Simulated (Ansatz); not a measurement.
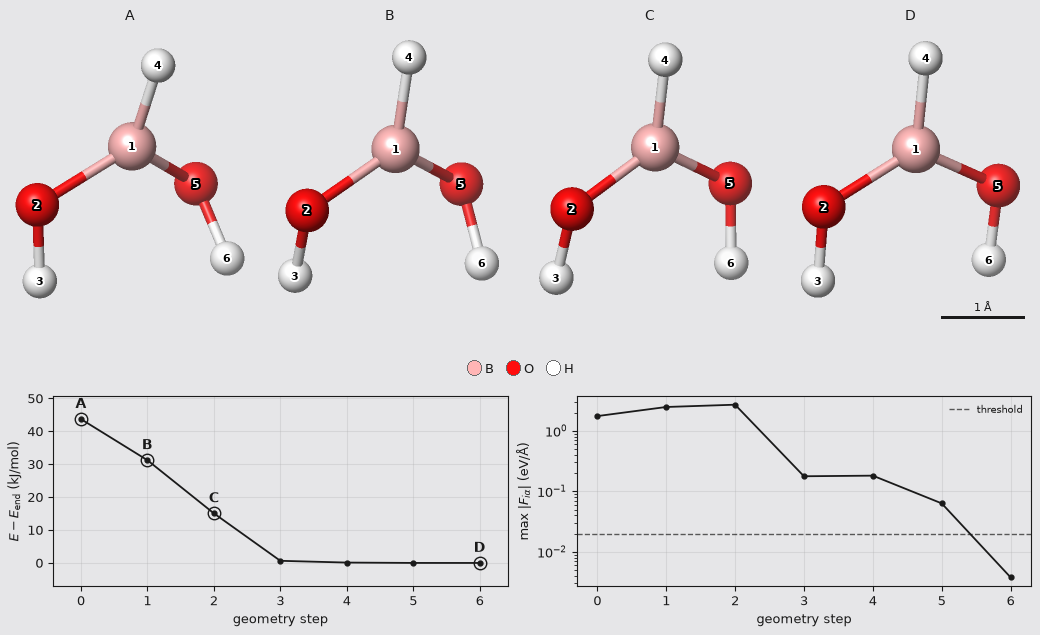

Frames of a relaxation of BH₃O₂, marked on the history of the run. Style: ball-and-stick. Shown at a tilt.

The run prepares the start of a later molecular dynamics calculation, from a guessed geometry.

Method: Ansatz, RKS PBE/def2-mTZVP. Set-up: no spin polarisation; force threshold 0.02 eV/Å; at most 40 steps.

Q: Describe the path.

A: The atom that moves furthest after the best rigid fit is O5 (0.40 Å). Largest moves by element: O 0.40 Å, H 0.35 Å, B 0.07 Å. Among the contacts that change: B1–O2 1.410 → 1.374 Å, O2–H3 1.010 → 0.976 Å, B1–H4 1.190 → 1.198 Å. Bond angles that change, for instance: O2–B1–O5 120.0° → 126.1°, B1–O5–H6 109.5° → 115.3°, B1–O2–H3 109.5° → 115.3°. Groups turn about B1–O5 by about 65°. The energy falls by 43.7 kJ/mol in 6 geometry steps. Largest force component: 1.8 eV/Å at the start, 0.0038 eV/Å at the end. Cost: 10 s on 1 thread of AMD EPYC 7R43 64-Core Processor (Zen 3) (shared host), peak memory 0.13 GiB. From step 0 to 1: O2 moves most (0.20 Å), energy −12.5 kJ/mol. From step 1 to 2: O5 moves most (0.20 Å), energy −16.2 kJ/mol. From step 2 to 6: O5 moves most (0.12 Å), energy −15.1 kJ/mol.

```json
{"step": "0", "E − E(0), kJ/mol": "0.00", "largest force component, eV/Å": "1.7545"}
{"step": "1", "E − E(0), kJ/mol": "-12.50", "largest force component, eV/Å": "2.4808"}
{"step": "2", "E − E(0), kJ/mol": "-28.65", "largest force component, eV/Å": "2.7074"}
{"step": "3", "E − E(0), kJ/mol": "-43.08", "largest force component, eV/Å": "0.1775"}
{"step": "4", "E − E(0), kJ/mol": "-43.62", "largest force component, eV/Å": "0.1817"}
{"step": "5", "E − E(0), kJ/mol": "-43.73", "largest force component, eV/Å": "0.0632"}
{"step": "6", "E − E(0), kJ/mol": "-43.73", "largest force component, eV/Å": "0.0038"}
```
